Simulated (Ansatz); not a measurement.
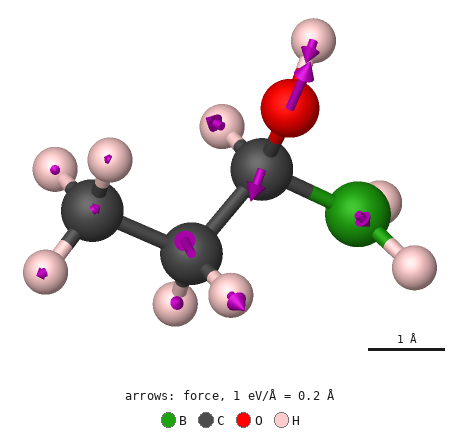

Starting geometry of C$_{3}$H$_{9}$BO (coarse preliminary run) with the computed forces as purple arrows. The picture is a ball-and-stick view, seen at a tilt.

The start comes from a force field.

Computed with Ansatz, RKS PBE-D4/def2-SVP. (force threshold 0.03 eV/Å; at most 200 steps)

What follows when this structure is relaxed?

It isn't relaxed: the largest force vector, on a C atom, is 3.95 eV/Å. The final displacements have little in common with the starting forces (cosine between the two patterns 0.06). The energy falls by 19.6 kcal/mol in 13 accepted moves (16 points after the start). The largest force component goes from 3.6 to 0.028 eV/Å. The line search rejected the trial steps at points 3, 11, 13 of the run. The atom that moves furthest after the best rigid fit is an H atom (1.01 Å). Largest moves by element: H 1.01 Å, O 0.47 Å, C 0.42 Å, B 0.30 Å. Among the contacts that change: B–O 2.355 → 1.687 Å, C–O 1.374 → 1.541 Å, C–C 1.576 → 1.505 Å, C–H 1.054 → 1.110 Å. Among the angles between lasting bonds that change: B–C–O 107.7° → 65.7°, B–C–C 111.5° → 124.9°, B–C–H 110.2° → 119.9°.
